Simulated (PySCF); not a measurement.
C3H11NSiTe, SMILES C[Si]([Te]N)(C)C at its GFN2-xTB optimised geometry (Å):

```
17

Te    -0.2588     1.7164     0.0000
N     -2.2441     1.1148    -0.1282
H     -2.6622     1.5196    -0.9555
H     -2.7612     1.5004     0.6508
Si     0.4580    -0.7014     0.0000
C     -0.1885    -1.6027     1.5551
C      2.3635    -0.7014     0.0000
C     -0.2012    -1.5904    -1.5551
H      0.0542    -2.6612     1.5382
H      0.2313    -1.1797     2.4636
H     -1.2685    -1.5091     1.6154
H      2.7591    -0.1928     0.8731
H      2.7612    -0.2054    -0.8793
H      2.7450    -1.7164     0.0081
H      0.2357    -1.1826    -2.4623
H     -1.2774    -1.4635    -1.6204
H      0.0095    -2.6554    -1.5329
```

Calculation: B3LYP/def2-SVP, def2 effective core potentials past Kr in PySCF. The core electrons that the potentials of Te replace are not part of the density. Cells within 0.4 Å of a nucleus heavier than hydrogen are left out (blank, or x).

Map of the electron localisation function on the plane z = 0.0 Å:

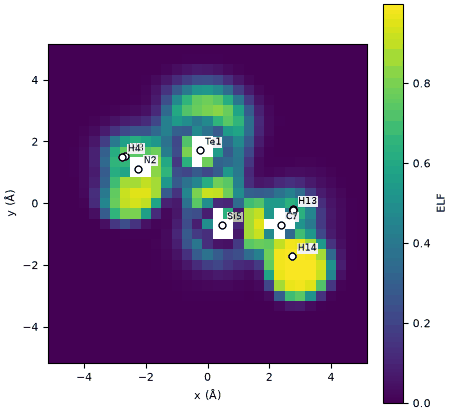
Electron localisation function on the plane z = 0.0 Å.
